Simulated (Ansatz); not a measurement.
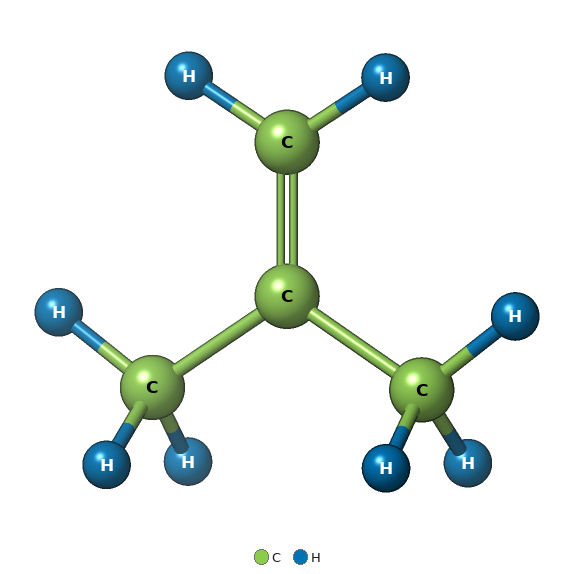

Ball-and-stick drawing of a structure. Multiple sticks mark multiple bonds (one Kekulé form).

Computed geometry: PBE0-D4/def2-TZVP optimisation.

Count the atoms of each element.

Answer. C₄H₈, 12 atoms: 4 carbon and 8 hydrogen.

Give a SMILES string for it.

Answer. C=C(C)C

Name functional groups in it.

Answer. Among them: alkene.

How many atoms are distinct by symmetry?

Answer. 6: 1 C, 1 C, 2 C, 2 H, 4 H, 2 H.

Describe its rings.

Answer. It has no ring.

More results for the same structure follow; atom numbers are the same in all pictures, views and colours differ.

### Vibrations

Harmonic vibrations computed with RKS PBE0-D4/def2-TZVP (Ansatz 0.2.0) at a stationary point of the same level.

How many vibrational modes are there, and where do they lie?

Answer. 30 modes: 172, 213, 377, 434, 442, 706, 835, 923, 960, 990, 1016, 1081, 1101, 1307, 1401, 1406, 1437, 1460, 1472, 1479, 1493, 1738, 3032, 3037, 3086, 3088, 3136, 3138, 3152, 3237 cm⁻¹.

### Electronic properties

Level of theory: RKS B3LYP-D4/def2-TZVPP (Ansatz 0.2.0).

What does the calculation give?

- dipole moment: 0.57 D
- HOMO energy (Kohn–Sham orbital): −6.83 eV
- LUMO energy (Kohn–Sham orbital): 0.31 eV
- HOMO–LUMO gap: 7.14 eV
- dispersion correction: −30.0 kJ/mol
- vertical ionisation energy: 9.31 eV

### Charges

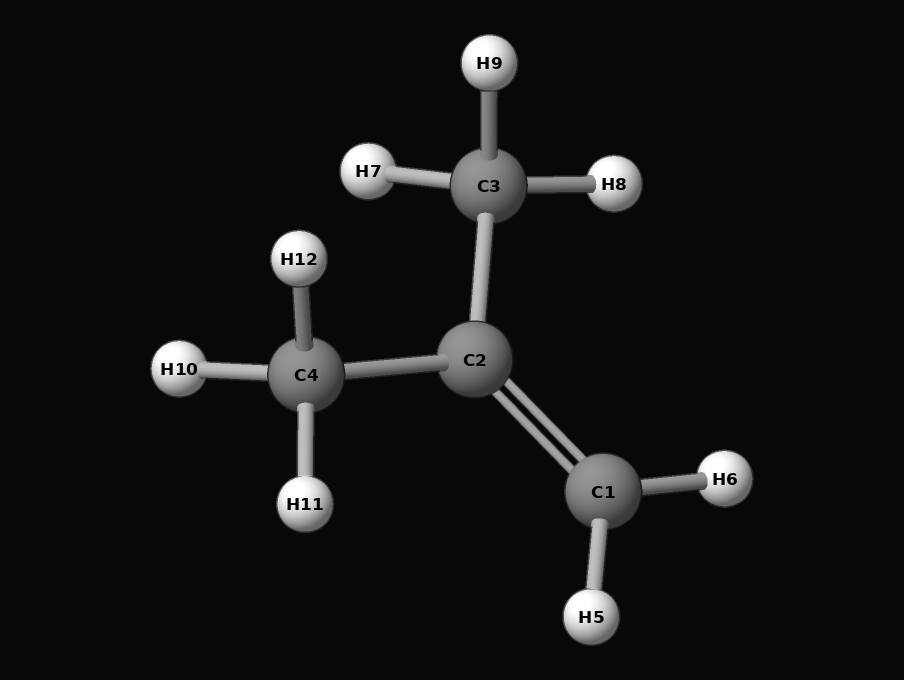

The questions are on Mulliken charges. Method: RKS B3LYP-D4/def2-TZVPP (Ansatz 0.2.0).

Which atom carries the highest charge (most positive or least negative)?

Answer. H5, H6, H7, H8, H9, H10, H11, H12 (0.08 e).

And the lowest?

Answer. C1 (−0.23 e).

List the Mulliken charges.

```
atom  value (e)
  C1      −0.23
  C2       0.00
  C3      −0.21
  C4      −0.21
  H5       0.08
  H6       0.08
  H7       0.08
  H8       0.08
  H9       0.08
 H10       0.08
 H11       0.08
 H12       0.08
```

### Thermal motion

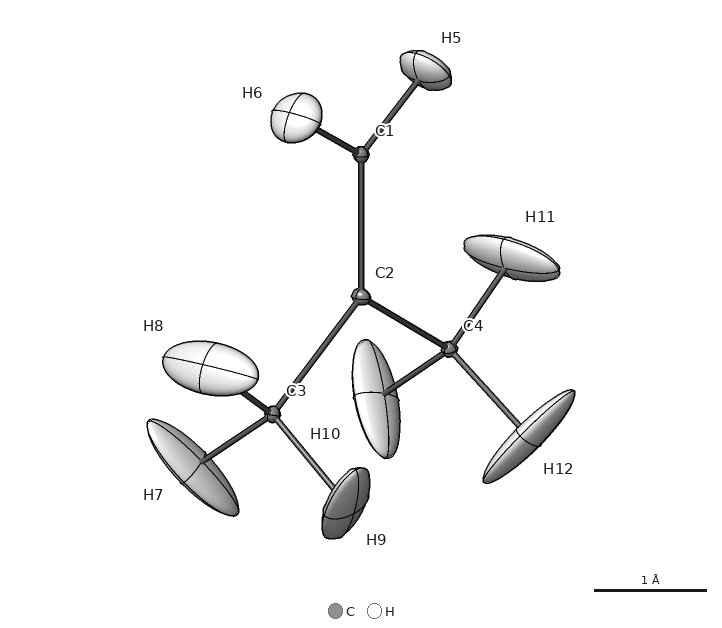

Displacement ellipsoids at the 50 % level, from the internal vibrations of the free molecule (harmonic, no overall translation or rotation; no half-axis is drawn under 0.075 Å). Vibrations computed with RKS PBE0-D4/def2-TZVP (Ansatz 0.2.0). Temperature: 600 K.

Which atom moves most?

Answer. H7, H9, H10, H12, with U_eq = 0.0579 Å².

Does H10 move more along its bond or across it?

Answer. Across it: the root-mean-square amplitude is 0.079 Å along the bond and up to 0.379 Å across, since bending and torsion are softer than stretching.

List U_eq and the three principal root-mean-square amplitudes for each kind of atom.

| atom | U_eq (Å²) | rms amplitudes (Å) |
| --- | --- | --- |
| C1 | 0.0019 | 0.042, 0.043, 0.045 |
| C2 | 0.0023 | 0.038, 0.039, 0.062 |
| C3, C4 | 0.0017 | 0.032, 0.042, 0.048 |
| H5, H6 | 0.0202 | 0.081, 0.155, 0.173 |
| H7, H9, H10, H12 | 0.0578 | 0.079, 0.155, 0.379 |
| H8, H11 | 0.0505 | 0.083, 0.153, 0.348 |

Mulliken values depend strongly on the basis set and can even reverse the polarity of a bond.
